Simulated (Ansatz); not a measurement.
# NbRhC2, from a guessed structure to a relaxed one, part 2 of 2

This structure for NbRhC2 is made up. Its elements were placed in a known structure type with a cell scaled to their sizes. What cell does the guess relax to, and how far off was it?

Ansatz 0.2.0; DFT, PBEsol, plane-wave PAW, default files, scalar-relativistic, no spin, cell and ions relaxed at zero pressure (the session's first sound run).

So far: Set-up; Relaxing cell and atoms. The relaxed cell has a = 3.225, c = 13.673 Å (conventional setting).

## Step 3: Electronic structure of the relaxed cell

With the geometry fixed, one more self-consistent run, with a narrower smearing and the mesh shown in its input, gives the bands, and its pressure, and its forces where symmetry allows any, show how far the geometry depends on these settings.

This step: DFT, PBEsol, plane-wave PAW, default files, scalar-relativistic, no spin, bands and density of states at the relaxed cell (Ansatz 0.2.0).

File input.yaml:

```yaml
crystal:
  lattice:
    - [1.6125764631, 0.9310214552, 4.5575407255]
    - [-1.6125764631, 0.9310214552, 4.5575407255]
    - [0.0, -1.8620429099, 4.5575407256]
  atoms:
    - { symbol: Rh, position: [0.5, 0.5, 0.5] }
    - { symbol: Nb, position: [0.0, 0.0, 0.0] }
    - { symbol: C, position: [0.2455892672, 0.2455892672, 0.2455892672] }
    - { symbol: C, position: [0.7544107328, 0.7544107328, 0.7544107328] }
kpoints:
  mp_grid: { grid: [12, 12, 12] }
  band_path:
    path:
      - [[0.0, 0.0, 0.0], [0.5, 0.0, 0.0], [0.5, 0.1944873, -0.1944873]]
      - [[0.8055127, 0.5, 0.1944873], [0.5, 0.5, 0.5], [0.0, 0.0, 0.0], [0.34724365, 0.0, -0.34724365]]
      - [[0.65275635, 0.34724365, 0.0], [0.5, 0.5, 0.0], [0.65275635, 0.65275635, 0.1944873], [0.5, 0.5, 0.5]]
      - [[0.5, 0.0, 0.0], [0.8055127, 0.34724365, 0.34724365]]
    npoints: 8
scf:
  occupations: { method: fermi_dirac, width: 0.03 }
  n_extra_bands: 8
hamiltonian:
  xc: pbesol
  pseudopotentials: { kind: paw }
output:
  forces: true
  stress: true
  write_bands: true
  dos: { projected: true }
  write_density: true
  write_potential: true
  elf: true
  volumetric_format: npy
```

On the command line:

```console
$ ansatz run input.yaml --threads 4 --pin off --max-ram 8192MiB --backend cpu --events-out ev --progress --plain --runs-dir out
```

Numbers of over 12 decimals in the logs are rounded to 6 here.

The log of the run:

```text
[...]
Crystal: 4 atoms, lattice volume = 41.055 Å³
Basis set: ecut = 420 eV, 831 PW (Γ), FFT grids on a1−a2, a2, −a2+a3, exchange–correlation on 48×72×48 points (8 copies of the dense FFT grid, shifted against one another)
Bands: 27, of which v1, the nominal top of the filled ones, is band 19 counted from 1 (18 counted from 0)
Symmetry: 12 space group operations
[...]
k-points: 189 of 1728
[...]
SCF iter   1: F=—  HF=-11327.233226 eV  |F-HF|=—  |Δ(HF+E_count)|=         —  Δρ=1.40e-2  dr2=1.36e-1  ethr=1.77e-3  ⟨swp⟩=5.9  Hψ=20415  notcnv=0  defer=6
[...]
SCF iter   6: F=-11327.213556 eV  HF=-11327.213556 eV  |F-HF|=2.74e-8  |Δ(HF+E_count)|=   5.00e-7  Δρ=1.65e-5  dr2=7.29e-8  ethr=2.63e-10  ⟨swp⟩=10.9  Hψ=33091  notcnv=0
SCF 1 converged in 6 iterations: F = -11327.213556 eV  dr2 = 7.29e-8
[...]
NSCF: frozen V_eff on 76 k-points
SCF converged after 6 iterations
Free energy (F): -11327.213556 eV
[...]
Internal energy: -11327.211279 eV  (E = F + TS)
E sigma→0 (E₀):  -11327.212418 eV
Entropy (-TS):   -0.002278 eV (-0.569 meV/atom)
Fermi energy:    19.818318 eV
[...]
--- Forces (eV/Å), atoms counted from 1 ---
  atom   1  Rh     0.00000000     0.00000000     0.00000000
  atom   2  Nb    -0.00000000     0.00000000    -0.00000000
  atom   3  C     -0.00000000    -0.00000000    -0.00835496
  atom   4  C      0.00000000     0.00000000     0.00835496
  max |Σ_I F_I| component: 2.31e-18 eV/Å
--- Stress (GPa, compression-positive) ---
        0.032667       0.000000       0.000000
        0.000000       0.032667      -0.000000
        0.000000      -0.000000      -0.033475
  P = ⅓ Tr σ = 0.0106 GPa (0.106 kbar)
--- Band table (eV; the first three rows and the last of 189) ---
  k-point 0: bands = [... 15 lower, 17.7655, 18.5908, 18.5908, 19.4742, 19.4742, 20.4630, 21.1321, 21.1321, ... 4 higher]
  k-point 1: bands = [... 15 lower, 17.4797, 17.8648, 18.5147, 19.6754, 19.6877, 21.0214, 21.2109, 21.3447, ... 4 higher]
  k-point 2: bands = [... 15 lower, 16.3883, 17.8147, 18.4373, 19.5920, 19.9723, 21.1342, 21.5679, 22.4673, ... 4 higher]
  k-point 188: bands = [... 15 lower, 15.9288, 16.6960, 16.6960, 19.2107, 19.7372, 19.7372, 20.8643, 23.5353, ... 4 higher]
```

Elapsed: 2.5 s, on 4 threads of Intel Xeon 6975P-C (Granite Rapids), shared host; peak memory 0.54 GiB; 8 s of CPU time.

Numbers from this step:

| Quantity | Value |
| --- | --- |
| free energy | -11327.2136 eV |
| energy at zero smearing | -11327.2124 eV |
| smearing term TS | 0.002278 eV |
| Fermi energy | 19.82 eV |
| pressure | 0.01062 GPa |

bands.tsv at the labelled points (eV, zero at the Fermi level; the bands that come nearest the Fermi level along the path):

```
point  band 16  band 17  band 18  band 19  band 20  band 21  band 22  band 23
    Γ    -2.05    -1.23    -1.23    -0.34    -0.34     0.64     1.31     1.31
    L    -4.48    -2.02    -1.90    -0.87     0.71     2.08     2.71     3.11
   B1    -4.19    -2.59    -1.29    -1.20     1.16     2.26     2.60     3.21
    B    -4.19    -2.59    -1.29    -1.20     1.16     2.26     2.60     3.21
    Z    -3.89    -3.12    -3.12    -0.61    -0.08    -0.08     1.05     3.72
    Γ    -2.05    -1.23    -1.23    -0.34    -0.34     0.64     1.31     1.31
    X    -4.17    -2.56    -1.19    -1.09     1.13     2.29     2.58     2.99
    Q    -4.17    -2.56    -1.19    -1.09     1.13     2.29     2.58     2.99
    F    -2.19    -2.16    -1.57    -0.81     0.08     1.47     2.46     3.03
   P1    -2.64    -2.13    -1.76    -0.73     0.40     1.31     2.45     2.95
    Z    -3.89    -3.12    -3.12    -0.61    -0.08    -0.08     1.05     3.72
    L    -4.48    -2.02    -1.90    -0.87     0.71     2.08     2.71     3.11
    P    -2.64    -2.13    -1.76    -0.73     0.40     1.31     2.45     2.95
```

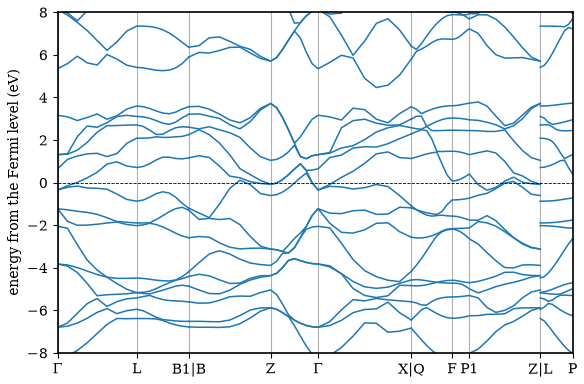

Bands along the path. 10 bands lie wholly below the window drawn.

States per cell as run, both spins, in windows of 1 eV, from dos.tsv (zero at the Fermi level):

| from | to | total |
| --- | --- | --- |
| -8 | -7 | 0.86 |
| -7 | -6 | 2.58 |
| -6 | -5 | 3.85 |
| -5 | -4 | 3.30 |
| -4 | -3 | 1.30 |
| -3 | -2 | 1.72 |
| -2 | -1 | 2.80 |
| -1 | 0 | 1.55 |
| 0 | 1 | 1.23 |
| 1 | 2 | 2.73 |
| 2 | 3 | 4.04 |
| 3 | 4 | 2.00 |
| 4 | 5 | 0.10 |
| 5 | 6 | 1.22 |

A further 20.0 states lie below the table's range.

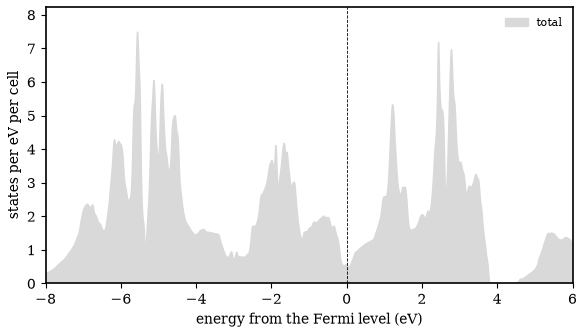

Total density of states, smoothed over about 0.04 eV.

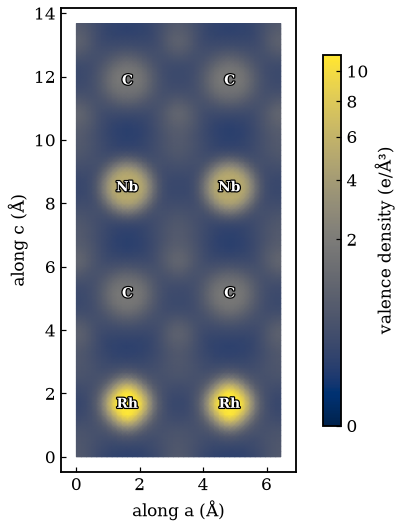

Valence density in the ac plane of the conventional cell at fractional y = 0.000, with atoms of Rh and Nb and C within 0.2 Å of it. It is the smooth field of the valence electrons, not physical close to the nuclei. The map starts off the cell's origin, so that atoms lie inside it. The colour scale is stretched toward low values.

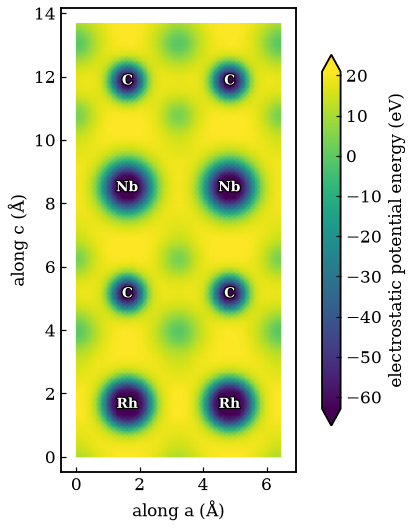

Electrostatic potential energy in the ac plane of the conventional cell at fractional y = 0.000, with atoms of Rh and Nb and C within 0.2 Å of it. With pseudopotentials it is smooth inside the atoms' cores, unlike the true potential. The map starts off the cell's origin, so that atoms lie inside it.

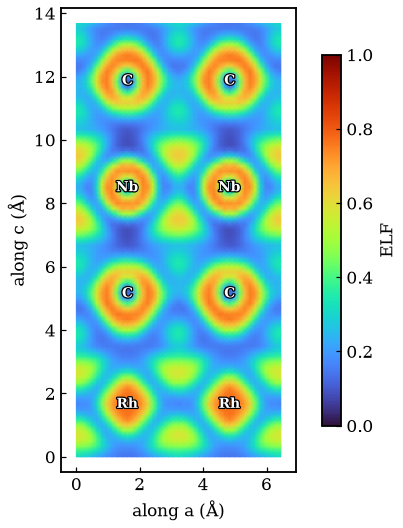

ELF in the ac plane of the conventional cell at fractional y = 0.000, with atoms of Rh and Nb and C within 0.2 Å of it. It is the smooth field of the valence electrons, not physical close to the nuclei. The map starts off the cell's origin, so that atoms lie inside it.

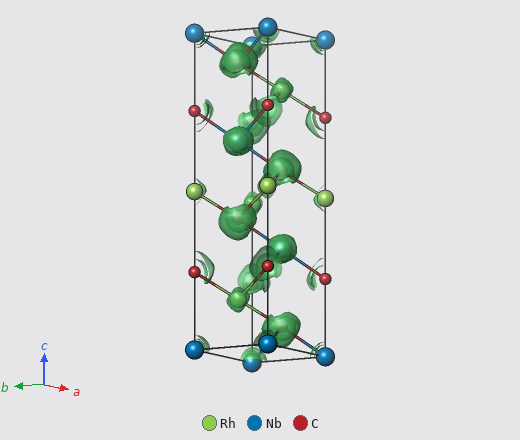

Surface of ELF = 0.71. Bonds to atoms that aren't drawn are left out.

## Step 4: Outcome

| Quantity | Value |
| --- | --- |
| space group, relaxed | R-3m |
| conventional cell | a = 3.225, b = 3.225, c = 13.673 Å; α = 90.0°, β = 90.0°, γ = 120.0° |
| volume per atom | 10.26 Å³ (guess 10.10) |

NbRhC2 relaxes to R-3m with a = 3.225, b = 3.225 and c = 13.673 Å. The guessed volume was 2 % too small. The space group R-3m was held in the relaxation, so the end point is a stationary structure within it and may be a saddle against distortions or other arrangements. Bands cross the Fermi level, so it is a metal or semimetal at this level. On the 12×12×12 mesh with the narrower smearing (relaxed on 10×10×10) the largest force component is 0.008 eV/Å and the largest stress component is 0.033 GPa, within the relaxation's thresholds of 0.015 eV/Å and 0.05 GPa. The cutoff wasn't tested. No dispersion term is used, so weakly bound directions may come out too long. The runs have no spin, and magnetism wasn't tested. Nothing here tests whether the compound is stable against decomposition.

[Logs are printed without paths, hosts, clocks, repeated set-up lines and the standing remarks that a program may print on its own settings, such as how far it seeks lower states.]

[Hosts, paths, dates, database ids (printed as entryN), source tags and the programs' standing remarks are cut or masked in the printed files.]
